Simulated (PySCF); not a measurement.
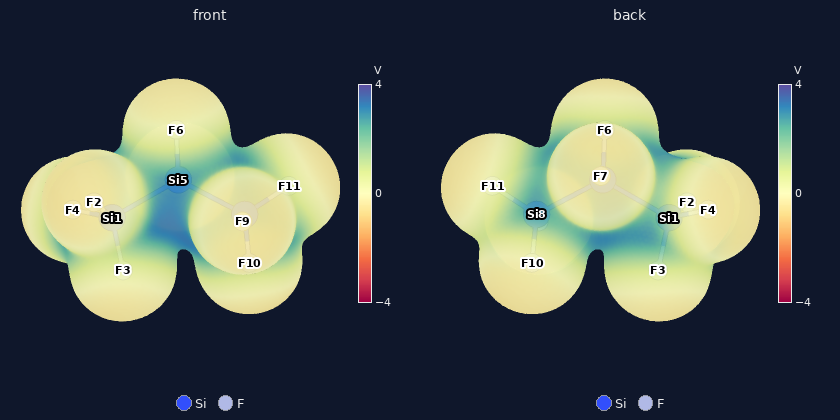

Figure. F$_{8}$Si$_{3}$ (Si3F8). The molecular electrostatic potential painted on the density surface at 0.002 e/bohr³, seen from the front and from behind; red is negative and blue positive.

Geometry: PBE0-D3(BJ)/def2-SVP.

Computed with PBE0/pcSseg-1, SCF density, gas phase, non-relativistic (PySCF 2.14.0).

```yaml
atoms:
  - { symbol: Si, position_ang: [1.6581, 0.2958, -1.0850] }
  - { symbol: F, position_ang: [2.5583, 1.4111, -0.3716] }
  - { symbol: F, position_ang: [0.7375, 1.0237, -2.1782] }
  - { symbol: F, position_ang: [2.6322, -0.7262, -1.8378] }
  - { symbol: Si, position_ang: [0.2545, -0.7715, 0.4461] }
  - { symbol: F, position_ang: [1.0171, -0.8560, 1.8669] }
  - { symbol: F, position_ang: [-0.0088, -2.2719, -0.0906] }
  - { symbol: Si, position_ang: [-1.8166, 0.2533, 0.7733] }
  - { symbol: F, position_ang: [-1.5897, 1.7750, 1.2221] }
  - { symbol: F, position_ang: [-2.6387, 0.2556, -0.6013] }
  - { symbol: F, position_ang: [-2.7059, -0.4742, 1.8871] }
```

Q: Which sites attract a positive test charge, and which a negative one?

A: A positive charge is drawn to the negative regions and a negative charge to the positive ones. The most negative region (about −0.4 V) lies over the F atoms, the most positive (about +3.3 V) over Si1, Si5 and Si8.

Q: How polar is the molecule by this calculation?

A: Its dipole moment is 0.29 D.
